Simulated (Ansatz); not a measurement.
# Ir(100) slab, 5 layers: from the cell to its phonons

Task: relax Ir(100) slab, 5 layers, then find its harmonic phonons.

Main program and level: Ansatz 0.2.0; DFT PBEsol, scalar-relativistic, plane waves, PAW; PAW set soft_1.

## Step 1: Set-up

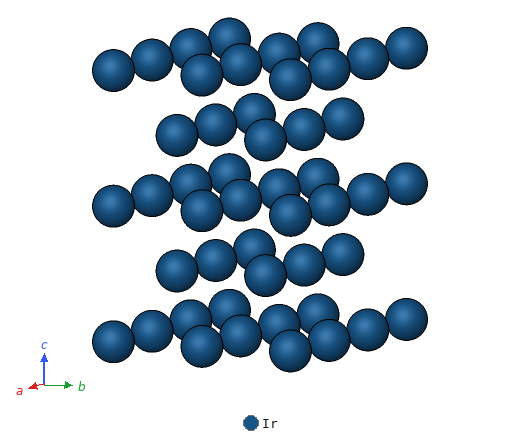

The cell as given, slightly off an axis (iridium blue). 3×2×1 cells are drawn. Some periodic images of atoms are drawn too.

The cell holds 5 atoms: 5 Ir. Its edges and angles: a = 2.715 Å, b = 2.715 Å, c = 20.680 Å, α = 90.0°, β = 90.0°, γ = 90.0°. It derives from Ir. Vacuum lies along c.

## Step 2: Rough relaxation

A rough relaxation comes first, because large forces or stress need no tight tolerances yet.

The program solves this slab on a cell height of its own, 39.2 Å, in place of the one typed.

The input, input.yaml:

```yaml
crystal:
  lattice:
    - [1.92, 1.92, 0.0]
    - [-1.92, 1.92, 0.0]
    - [0.0, 0.0, 20.68]
  atoms:
    - { symbol: Ir, position: [0.0, 0.0, 0.314313] }
    - { symbol: Ir, position: [0.5, 0.5, 0.407157] }
    - { symbol: Ir, position: [0.0, 0.0, 0.5] }
    - { symbol: Ir, position: [0.5, 0.5, 0.592843] }
    - { symbol: Ir, position: [0.0, 0.0, 0.685687] }
  periodic: [true, true, false]
kpoints:
  mp_grid: { grid: [8, 8, 1] }
hamiltonian:
  xc: pbesol
  pseudopotentials: { kind: paw, azcp: { folder: soft_1 }, xc_functional: pbe }
scf:
  occupations: { method: gaussian, width: 0.1 }
output:
  forces: true
  stress: true
  eigenvalues: true
relax:
  adjacent_minimum: "off"
  f_tol: 0.05
  max_steps: 80
  cell: { stress_2d_tol: 0.02 }
```

The run is started by

```console
ansatz run input.yaml --threads 4 --pin off --max-ram 16384MiB --backend cpu --events-out ev --progress --plain --runs-dir out
```

Numbers of over 12 decimals in the logs are rounded to 6 here.

Output:

```text
[...]
cell:  # Å, volume = 280.5562 Å³
    - [1.892664, 1.892664, 0.0]
    - [-1.892664, 1.892664, 0.0]
    - [0.0, 0.0, 39.16002864]
  atoms:
    - { symbol: Ir, position: [0, 0, 0.167396] }
    - { symbol: Ir, position: [0.5, 0.5, 0.214230] }
    - { symbol: Ir, position: [0, 0, 0.264045] }
    - { symbol: Ir, position: [0.5, 0.5, 0.313860] }
    - { symbol: Ir, position: [0, 0, 0.360694] }
[key lines of the parts left out:]
SCF converged after 12 iterations
Free energy (F): -58999.172195 eV
Fermi energy:    -5.634953 eV
P = ½ c Tr σ = 0.0183 N/m
```

It took 27 s on 4 threads of Arm Neoverse V2, shared host; peak memory 0.71 GiB; 1.8 min of CPU time.

Step by step:

```
step  energy less that of the first step (eV)  largest force component (eV/Å)  volume (Å³)
   1                                   0.0000                          1.1970       288.72
   2                                   0.4560                          2.9535       267.17
   3                                  -0.1968                          0.3799       281.41
   4                                  -0.2098                          0.0610       280.15
   5                                  -0.2102                          0.0051       280.53
   6                                  -0.2102                          0.0008       280.56
  7*                                  -0.2092                          0.0008       280.56
```

Relaxation steps marked * repeat the geometry before them on a plane-wave basis chosen anew for their cell, so energy and pressure can jump there. Relaxation step 2 was tried and not accepted.

Forces are held to the 16 operations that the run works with; a distortion that breaks them can't arise in this run.

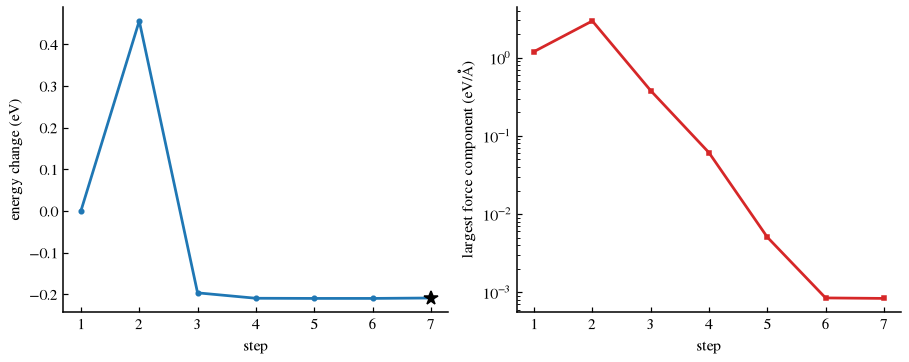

Energy and largest force along the relaxation. Stars mark steps on a basis chosen anew.

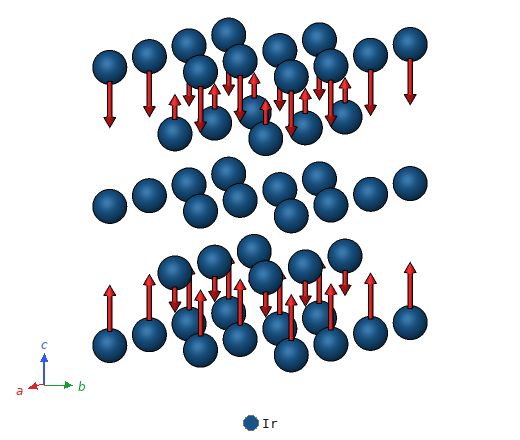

Displacements in the relaxation, exaggerated, measured against the changing cell; the longest in the cell stands for 0.06 Å. 3×2×1 cells are drawn. Some periodic images of atoms are drawn too.

```
cell as run  before  after  change
      a (Å)   2.715  2.677  -1.4 %
      b (Å)   2.715  2.677  -1.4 %
```

The atoms that moved most (Å, along periodic axes as changes of fractional coordinates times the final cell, across vacuum about the mean position):

```
atom     dx     dy      dz  length
 Ir5  0.000  0.000  -0.055   0.055
 Ir1  0.000  0.000   0.055   0.055
 Ir2  0.000  0.000  -0.031   0.031
 Ir4  0.000  0.000   0.031   0.031
```

The relaxed structure:

```xyz
5
Lattice="1.8927 1.8927 0.0000 -1.8927 1.8927 0.0000 0.0000 0.0000 39.1600" Properties=species:S:1:pos:R:3
Ir    0.0000    0.0000    6.5552
Ir    0.0000    1.8927    8.3892
Ir    0.0000    0.0000   10.3400
Ir    0.0000    1.8927   12.2908
Ir    0.0000    0.0000   14.1248
```

This step gave:

- gap on the k-mesh: 0 eV
- area per atom: 1.433 Å²

The relaxation ends with a largest force component of 8.3e-4 eV/Å.

## Step 3: Relaxation

Harmonic phonons are second derivatives at a point where the forces vanish, and they are wanted at zero stress, so atoms and cell are relaxed first.

The input, input.yaml:

```yaml
crystal:
  lattice:
    - [1.8926637422, 1.8926637422, 0.0]
    - [-1.8926637422, 1.8926637422, 0.0]
    - [0.0, 0.0, 39.16002864]
  atoms:
    - { symbol: Ir, position: [0.0, 0.0, 0.1673957751] }
    - { symbol: Ir, position: [0.5, 0.5, 0.2142295718] }
    - { symbol: Ir, position: [0.0, 0.0, 0.2640447507] }
    - { symbol: Ir, position: [0.5, 0.5, 0.3138599296] }
    - { symbol: Ir, position: [0.0, 0.0, 0.3606937263] }
  periodic: [true, true, false]
kpoints:
  mp_grid: { grid: [14, 14, 1] }
hamiltonian:
  xc: pbesol
  pseudopotentials: { kind: paw, azcp: { folder: soft_1 }, xc_functional: pbe }
scf:
  occupations: { method: gaussian, width: 0.1 }
output:
  forces: true
  stress: true
  eigenvalues: true
  write_density: true
  write_potential: true
  elf: true
  volumetric_format: npy
relax:
  adjacent_minimum: "off"
  f_tol: 0.005
  max_steps: 80
  cell: { stress_2d_tol: 0.02 }
```

Output:

```text
[...]
Crystal: 5 atoms, lattice volume = 280.556 Å³
Basis set: ecut = 420 eV, 5495 PW (Γ), exchange–correlation on 36×36×540 points (8 copies of the dense FFT grid, shifted against one another)
Bands: 51, of which v1, the nominal top of the filled ones, is band 43 counted from 1 (42 counted from 0)
Symmetry: 16 space group operations
[...]
k-points: 36 of 196
[...]
SCF iter  12: F=-58999.237224 eV  HF=-58999.237224 eV  |F-HF|=1.28e-9  |Δ(HF+E_count)|=   3.46e-9  Δρ=1.37e-7  dr2=9.36e-11  ethr=2.80e-12  ⟨swp⟩=12.2  Hψ=15878  notcnv=0
SCF 1 converged in 12 iterations: F = -58999.237224 eV  dr2 = 9.36e-11
[...]
relax step   1: F+E_penalty+E_count = -58999.23722370 eV  Δ(F+E_penalty+E_count) = +0.000e0 eV  max|allowed force component| = 9.418e-2 eV/Å  Δτ_max = 0.0000 Å  P = +0.167 N/m  Ω = 280.556 Å³  fix = [c, alpha, beta]  reactions: c +0.000 N/m  (12 SCF iters, dr2 threshold 1.00e-7 eV, accepted)
Crystal: 5 atoms, lattice volume = 281.533 Å³
Basis set: ecut = 420 eV, 5535 PW (Γ), exchange–correlation on 36×36×540 points (8 copies of the dense FFT grid, shifted against one another)
[...]
SCF iter   6: F=-58999.236979 eV  HF=-58999.236979 eV  |F-HF|=6.36e-8  |Δ(HF+E_count)|=   1.72e-7  Δρ=4.36e-6  dr2=1.08e-7  ethr=5.88e-10  ⟨swp⟩=23.6  Hψ=25130  notcnv=0
SCF 2 converged in 6 iterations: F = -58999.236979 eV  dr2 = 1.08e-7
relax step   2: F+E_penalty+E_count = -58999.23697890 eV  Δ(F+E_penalty+E_count) = +2.448e-4 eV  max|allowed force component| = 9.451e-2 eV/Å  Δτ_max = 0.0239 Å  P = +0.126 N/m  Ω = 281.533 Å³  energy of the carried Pulay correction = -1.218e-4 eV  fix = [c, alpha, beta]  (6 SCF iters, dr2 threshold 5.00e-7 eV, rejected (line search))
Crystal: 5 atoms, lattice volume = 281.119 Å³
Basis set: ecut = 420 eV, 5527 PW (Γ), exchange–correlation on 36×36×540 points (8 copies of the dense FFT grid, shifted against one another)
[...]
SCF iter  12: F=-58999.238122 eV  HF=-58999.238122 eV  |F-HF|=5.82e-10  |Δ(HF+E_count)|=  1.31e-10  Δρ=1.29e-8  dr2=7.03e-13  ethr=1.00e-12  ⟨swp⟩=9.4  Hψ=12159  notcnv=0
SCF 3 converged in 12 iterations: F = -58999.238122 eV  dr2 = 7.03e-13
relax step   3: F+E_penalty+E_count = -58999.23812189 eV  Δ(F+E_penalty+E_count) = -8.982e-4 eV  max|allowed force component| = 1.590e-3 eV/Å  Δτ_max = 0.0106 Å  P = -0.029 N/m  Ω = 281.119 Å³  energy of the carried Pulay correction = -7.022e-5 eV  fix = [c, alpha, beta]  reactions: c +0.000 N/m  (12 SCF iters, accepted)
[...]
relax step   4: F+E_penalty+E_count = -58999.23812447 eV  Δ(F+E_penalty+E_count) = -2.588e-6 eV  max|allowed force component| = 2.598e-4 eV/Å  Δτ_max = 0.0002 Å  P = +0.007 N/m  Ω = 281.103 Å³  energy of the carried Pulay correction = -6.825e-5 eV  fix = [c, alpha, beta]  reactions: c +0.000 N/m  (5 SCF iters, dr2 threshold 6.67e-10 eV, accepted)
[...]
SCF iter   6: F=-58999.238196 eV  HF=-58999.238196 eV  |F-HF|=5.16e-9  |Δ(HF+E_count)|=   3.70e-8  Δρ=2.06e-8  dr2=1.77e-12  ethr=1.00e-12  ⟨swp⟩=20.0  Hψ=14915  notcnv=0
SCF 5 converged in 6 iterations: F = -58999.238196 eV  dr2 = 1.77e-12
relax step   5: F+E_penalty+E_count = -58999.23819616 eV  Δ(F+E_penalty+E_count) = -7.169e-5 eV  max|allowed force component| = 2.391e-4 eV/Å  Δτ_max = 0.0000 Å  P = +0.006 N/m  Ω = 281.103 Å³  fix = [c, alpha, beta]  reactions: c +0.000 N/m  stress off target by 5.90e-3 N/m on what of the cell is left free  SCF on the basis re-selected at this cell (its energy is not comparable with the rows above)  (6 SCF iters)
basis re-selected at this cell: Δ(F+E_penalty+E_count) = -7.169e-5 eV, ΔP = -0.001 N/m vs the last step (what re-selecting the basis moved, of the pressure what is left beyond the Pulay correction that the steps carried, after the strain that the cell walked since its last selection, with what the two solves' SCF thresholds leave and, on support functions, any second-order correction that the steps lacked; it is no m [...]
WARN: The output density's exchange-correlation potential varies sharply where the density is thin. Do not read a vacuum level from v_tot or v_xc, or from such a field of the output density. On a cell that repeats whose density bears no net charge and no dipole along the vacuum's axis use v_es (v_loc + v_h of the components); under efield.dipole_correction with no amplitude use v_es + v_field, which holds any externa [...]
SCF converged after 6 iterations
Free energy (F): -58999.238196 eV
[...]
Internal energy: -58999.212973 eV  (E = F + TS)
E sigma→0 (E₀):  -58999.225585 eV
Entropy (-TS):   -0.025223 eV (-5.045 meV/atom)
Fermi energy:    -5.686850 eV
[...]
--- Forces (eV/Å), atoms counted from 1 ---
  atom   1  Ir     0.00000000     0.00000000    -0.00023915
  atom   2  Ir     0.00000000    -0.00000000    -0.00023634
  atom   3  Ir    -0.00000000    -0.00000000     0.00000000
  atom   4  Ir     0.00000000    -0.00000000     0.00023634
  atom   5  Ir     0.00000000     0.00000000     0.00023915
  max |Σ_I F_I| component: 8.13e-20 eV/Å
--- 2D stress c σ (N/m, compression-positive) ---
        0.005899      -0.000000       0.000000
        0.000000       0.005899       0.000000
        0.000000       0.000000       0.000000
  P = ½ c Tr σ = 0.0059 N/m
--- Band table (eV; the first three rows and the last of 36) ---
  k-point 0: bands = [... 39 lower, -6.9965, -6.6417, -6.3268, -5.4420, -5.3471, -5.3471, -5.1852, -4.7374, ... 4 higher]
  k-point 1: bands = [... 39 lower, -6.7540, -6.5375, -6.2089, -6.2034, -5.8656, -5.3639, -5.0207, -4.9250, ... 4 higher]
  k-point 2: bands = [... 39 lower, -7.0232, -6.7477, -6.7010, -6.2838, -6.1752, -5.3954, -5.1725, -5.1443, ... 4 higher]
  k-point 35: bands = [... 39 lower, -4.9365, -4.1276, -4.1254, -3.8619, -3.3514, -3.3514, -2.4772, -2.4772, ... 4 higher]
--- Relaxed structure (4 steps of the walk, 3 accepted, 1 SCFs on fresh bases) ---
[...]
cell:  # Å, volume = 281.1030 Å³
    - [1.894507, 1.894507, 0.0]
    - [-1.894507, 1.894507, 0.0]
    - [0.0, 0.0, 39.16002864]
  atoms:
    - { symbol: Ir, position: [0, 0, 0.167671] }
    - { symbol: Ir, position: [0.5, 0.5, 0.214274] }
    - { symbol: Ir, position: [0, 0, 0.2640447507] }
    - { symbol: Ir, position: [0.5, 0.5, 0.313816] }
    - { symbol: Ir, position: [0, 0, 0.360418] }
```

The job ended after 51 s (4 threads; peak memory 0.88 GiB; 3.3 min of CPU time).

Step by step:

```
step  energy less that of the first step (eV)  largest force component (eV/Å)  volume (Å³)
   1                                   0.0000                          0.0942       280.56
   2                                   0.0002                          0.0945       281.53
   3                                  -0.0009                          0.0016       281.12
   4                                  -0.0009                          0.0003       281.10
  5*                                  -0.0010                          0.0002       281.10
```

Relaxation steps marked * repeat the geometry before them on a plane-wave basis chosen anew for their cell, so energy and pressure can jump there. Relaxation step 2 was tried and not accepted.

Forces are held to the 16 operations that the run works with; a distortion that breaks them can't arise in this run.

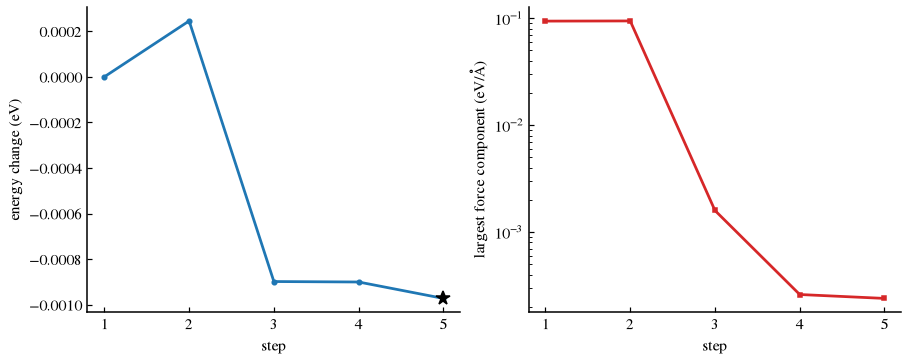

Energy and largest force along the relaxation. Stars mark steps on a basis chosen anew.

```
cell as run  before  after  change
      a (Å)   2.677  2.679  +0.1 %
      b (Å)   2.677  2.679  +0.1 %
```

The atoms that moved most (Å, along periodic axes as changes of fractional coordinates times the final cell, across vacuum about the mean position):

```
atom     dx     dy      dz  length
 Ir5  0.000  0.000  -0.011   0.011
 Ir1  0.000  0.000   0.011   0.011
```

Final coordinates:

```cif
data_structure
_symmetry_space_group_name_H-M 'P 1'
_symmetry_Int_Tables_number 1
_cell_length_a 2.6792
_cell_length_b 2.6792
_cell_length_c 39.1600
_cell_angle_alpha 90.000
_cell_angle_beta 90.000
_cell_angle_gamma 90.000
_cell_volume 281.10
loop_
_atom_site_label
_atom_site_type_symbol
_atom_site_fract_x
_atom_site_fract_y
_atom_site_fract_z
_atom_site_occupancy
Ir1 Ir 0.00000 0.00000 0.16767 1
Ir2 Ir 0.50000 0.50000 0.21427 1
Ir3 Ir 0.00000 0.00000 0.26404 1
Ir4 Ir 0.50000 0.50000 0.31382 1
Ir5 Ir 0.00000 0.00000 0.36042 1
```

This step gave:

```
area per atom : 1.436 Å²
```

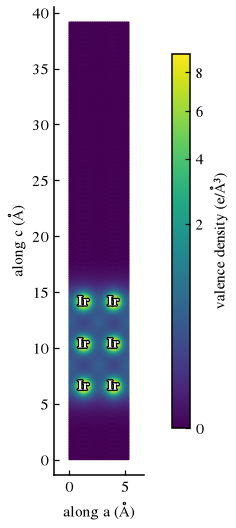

Valence density in the ac plane at fractional y = 0.000, with atoms of Ir within 0.2 Å of it. It is the smooth field of the valence electrons, not physical close to the nuclei. The map starts off the cell's origin, so that atoms lie inside it. The colour scale is stretched toward low values.

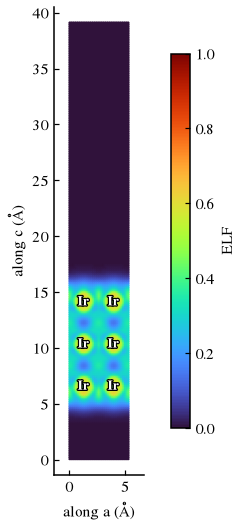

ELF in the ac plane at fractional y = 0.000, with atoms of Ir within 0.2 Å of it. It is the smooth field of the valence electrons, not physical close to the nuclei. The map starts off the cell's origin, so that atoms lie inside it.

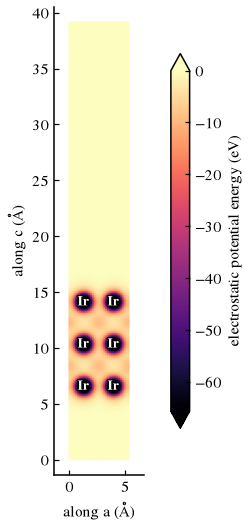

Electrostatic potential energy in the ac plane at fractional y = 0.000, with atoms of Ir within 0.2 Å of it. With pseudopotentials it is smooth inside the atoms' cores, unlike the true potential. The map starts off the cell's origin, so that atoms lie inside it.

## Step 4: Tight relaxation

Phonons need a cell at rest on their own settings, so the relaxation is repeated with tight tolerances on forces and stress on the k mesh and occupations of the first response run.

input.yaml, the sections that differ from step 3:

```yaml
crystal:
  lattice:
    - [1.8945071183, 1.8945071183, 0.0]
    - [-1.8945071183, 1.8945071183, 0.0]
    - [0.0, 0.0, 39.16002864]
  atoms:
    - { symbol: Ir, position: [0.0, 0.0, 0.1676711835] }
    - { symbol: Ir, position: [0.5, 0.5, 0.2142737222] }
    - { symbol: Ir, position: [0.0, 0.0, 0.2640447507] }
    - { symbol: Ir, position: [0.5, 0.5, 0.3138157792] }
    - { symbol: Ir, position: [0.0, 0.0, 0.3604183179] }
  periodic: [true, true, false]
kpoints:
  mp_grid: { grid: [16, 16, 1] }
scf:
  occupations: { method: methfessel_paxton, width: 0.2 }
relax:
  adjacent_minimum: "off"
  f_tol: 0.001
  max_steps: 60
  cell: { stress_2d_tol: 0.002 }
# hamiltonian, output: as in step 3
```

Output:

```text
[...]
Crystal: 5 atoms, lattice volume = 281.103 Å³
Basis set: ecut = 420 eV, 5527 PW (Γ), exchange–correlation on 36×36×540 points (8 copies of the dense FFT grid, shifted against one another)
Bands: 51, of which v1, the nominal top of the filled ones, is band 43 counted from 1 (42 counted from 0)
Symmetry: 16 space group operations
[...]
k-points: 45 of 256
[...]
--- Relaxed structure (6 steps of the walk, 5 accepted, 1 SCFs on fresh bases) ---
[...]
cell:  # Å, volume = 280.4650 Å³
    - [1.892356, 1.892356, 0.0]
    - [-1.892356, 1.892356, 0.0]
    - [0.0, 0.0, 39.16002864]
  atoms:
    - { symbol: Ir, position: [0, 0, 0.167443] }
    - { symbol: Ir, position: [0.5, 0.5, 0.214182] }
    - { symbol: Ir, position: [0, 0, 0.2640447507] }
    - { symbol: Ir, position: [0.5, 0.5, 0.313908] }
    - { symbol: Ir, position: [0, 0, 0.360646] }
[key lines of the parts left out:]
SCF converged after 6 iterations
Free energy (F): -58999.229745 eV
Fermi energy:    -5.685702 eV
P = ½ c Tr σ = 0.0010 N/m
```

The job ended after 76 s (4 threads; peak memory 0.94 GiB; 5 min of CPU time).

The steps of the relaxation:

```
step  energy less that of the first step (eV)  largest force component (eV/Å)  volume (Å³)
   1                                   0.0000                          0.0431       281.10
   2                                   0.0001                          0.0391       279.89
   3                                  -0.0007                          0.0053       280.46
   4                                  -0.0007                          0.0012       280.46
   5                                  -0.0007                          0.0002       280.47
   6                                  -0.0007                          0.0000       280.47
  7*                                  -0.0006                          0.0000       280.47
```

Relaxation steps marked * repeat the geometry before them on a plane-wave basis chosen anew for their cell, so energy and pressure can jump there. Relaxation step 2 was tried and not accepted.

Forces are held to the 16 operations that the run works with; a distortion that breaks them can't arise in this run.

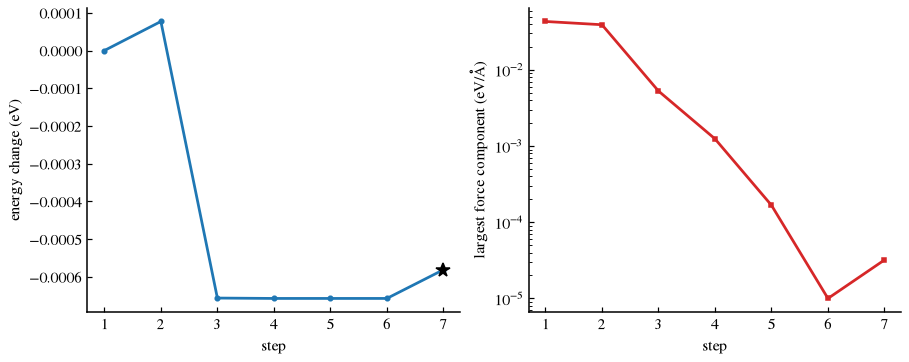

Energy and largest force along the relaxation. Stars mark steps on a basis chosen anew.

```
cell as run  before  after  change
      a (Å)   2.679  2.676  -0.1 %
      b (Å)   2.679  2.676  -0.1 %
```

Final coordinates:

```cif
data_structure
_symmetry_space_group_name_H-M 'P 1'
_symmetry_Int_Tables_number 1
_cell_length_a 2.6762
_cell_length_b 2.6762
_cell_length_c 39.1600
_cell_angle_alpha 90.000
_cell_angle_beta 90.000
_cell_angle_gamma 90.000
_cell_volume 280.47
loop_
_atom_site_label
_atom_site_type_symbol
_atom_site_fract_x
_atom_site_fract_y
_atom_site_fract_z
_atom_site_occupancy
Ir1 Ir 0.00000 0.00000 0.16744 1
Ir2 Ir 0.50000 0.50000 0.21418 1
Ir3 Ir 0.00000 0.00000 0.26404 1
Ir4 Ir 0.50000 0.50000 0.31391 1
Ir5 Ir 0.00000 0.00000 0.36065 1
```

Numbers from this step:

```
area per atom : 1.432 Å²
```

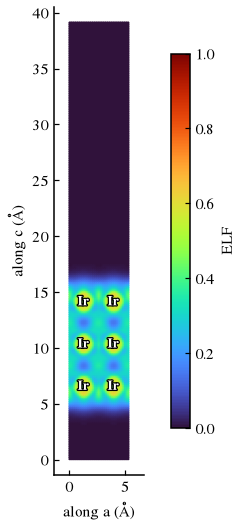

ELF in the ac plane at fractional y = 0.000, with atoms of Ir within 0.2 Å of it. It is the smooth field of the valence electrons, not physical close to the nuclei. The map starts off the cell's origin, so that atoms lie inside it.

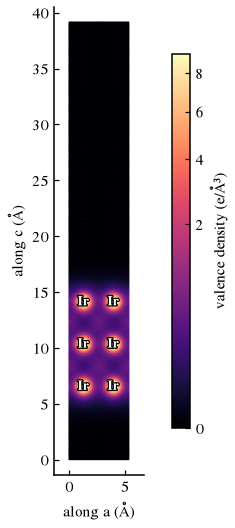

Valence density in the ac plane at fractional y = 0.000, with atoms of Ir within 0.2 Å of it. It is the smooth field of the valence electrons, not physical close to the nuclei. The map starts off the cell's origin, so that atoms lie inside it. The colour scale is stretched toward low values.

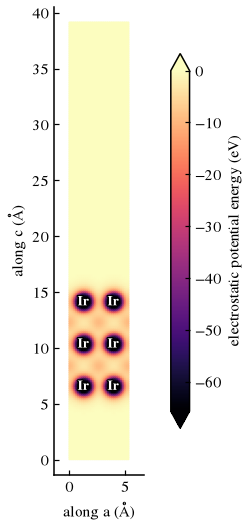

Electrostatic potential energy in the ac plane at fractional y = 0.000, with atoms of Ir within 0.2 Å of it. With pseudopotentials it is smooth inside the atoms' cores, unlike the true potential. The map starts off the cell's origin, so that atoms lie inside it.

The largest force component left is 0.032 meV/Å, within the tolerances set.

[end of part 1 of 2]

[Logs are printed without paths, hosts, clocks, repeated set-up lines and the standing remarks that a program may print on its own settings, such as how far it seeks lower states.]

[Hosts, paths, dates, database ids (printed as entryN), source tags and the programs' standing remarks are cut or masked in the printed files.]
